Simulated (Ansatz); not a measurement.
# Convergence study of the plane-wave cutoff for CoGe (Cm, 8 atoms in the cell)

```xyz
8
Lattice="5.7839 -1.8459 0.0000 5.7839 1.8459 0.0000 -0.7997 0.0000 4.7812" Properties=species:S:1:pos:R:3 pbc="T T T"
Co     0.0000     0.0000     0.0500
Co    -0.3999     0.0000     2.3906
Co     8.7662     0.0000     3.2252
Co     2.0018     0.0000     1.5560
Ge     9.2978     0.0000     0.8687
Ge     1.4702     0.0000     3.9125
Ge     6.3659     0.0000     1.3503
Ge     4.4021     0.0000     3.4310
```

Method: LDA (PW92), default PAW files made with PBE (plane waves; Ansatz, a first-principles code).

Base settings: basis.ecutwfc = 420 eV; kpoints.mp_grid.grid = 3 3 3; hamiltonian.xc = lda; hamiltonian.pseudopotentials = {kind: paw} (the program's default PAW files); scf.occupations.method = gaussian; scf.occupations.width = 0.1 eV.

The second cell is the first with its lattice scaled by 0.98.

The mesh stays at the base's, so the ladder's end is converged at best in this setting alone.

The first pressure column holds Ansatz's estimate of the finite-basis (Pulay) stress, which hides part of the cutoff error; the other is without it.

Only quantities that move along the ladder and can be compared are tabulated.

The count of work is k-points × plane waves × bands × iterations; it is no time. 

The starting cell comes from a database of computed structures (which also holds hypothetical and non-ambient phases and stackings), without a prior relaxation at this level. Its lattice was rescaled by up to half a per cent. One atom was moved a little off its site on purpose. Spin polarisation is off. In the base run, with a pressure of about -3 GPa the cell is away from its equilibrium volume at this level. Without a gap this mesh is coarse (it stands for a supercell whose shortest vector is 11 Å).

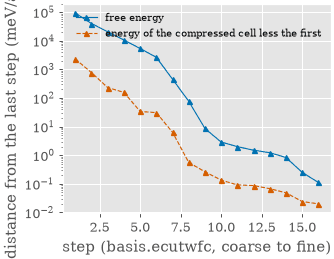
*Distance from the last step along the ladder; very small values are drawn at a floor.*

```csv
basis.ecutwfc,free energy less the last step's (meV/atom),energy of the compressed cell less the first (meV/atom),pressure (GPa),pressure without the Pulay estimate (GPa),largest difference of a force vector from the last step's (eV/Å),count of work / last
145 eV,93538.08,-2305.21,62.94,-3709.00,5.727,0.073
170 eV,40175.23,785.58,37.30,-1872.39,1.981,0.091
190 eV,20755.29,244.99,-4.84,-1098.57,1.111,0.10
210 eV,10692.48,170.36,-8.48,-643.48,1.471,0.12
230 eV,5393.90,46.89,-6.37,-368.20,0.944,0.13
250 eV,2657.50,43.54,-4.85,-206.60,0.573,0.11
295 eV,457.20,19.11,-3.12,-50.24,0.118,0.16
335 eV,77.27,13.29,-2.98,-13.55,0.038,0.17
380 eV,8.61,12.99,-3.25,-4.44,0.003,0.23
420 eV,2.89,12.86,-3.31,-3.44,0.001,0.24
460 eV,2.01,12.82,-3.31,-3.37,0.001,0.31
505 eV,1.50,12.82,-3.31,-3.34,0.001,0.35
565 eV,1.23,12.80,-3.31,-3.34,0.001,0.42
630 eV,0.83,12.78,-3.32,-3.36,0.001,0.49
735 eV,0.25,12.75,-3.32,-3.34,0.000,0.62
840 eV,0.11,12.74,-3.33,-3.33,0.000,0.76
1010 eV,0.00,12.73,-3.33,-3.33,0.000,1.0
```

Coarsest basis.ecutwfc that holds the pressure within 0.5 GPa of the last step, with all finer ones: 295 eV, at 0.16 of the last step's count of work; the step before is off by 1.5 GPa.

Coarsest basis.ecutwfc that holds the energy of the compressed cell less the first within 2 meV/atom of the last step, with all finer ones: 335 eV, at 0.17 of the last step's count of work; the step before is off by 6.4 meV/atom.

Coarsest basis.ecutwfc that holds the forces within 0.005 eV/Å of the last step, with all finer ones: 380 eV, at 0.23 of the last step's count of work; the step before is off by 0.038 eV/Å.

The energy difference between the two cells stays within 1 meV/atom of the last step's from 335 eV on, the total only from 630 eV on: much of the error is common to both cells and cancels.

At the lowest cutoff the pressure without the Pulay estimate lies 3710 GPa under the last step's, the usual sign of Pulay stress in an incomplete plane-wave basis.

Keys are those of Ansatz 0.2.
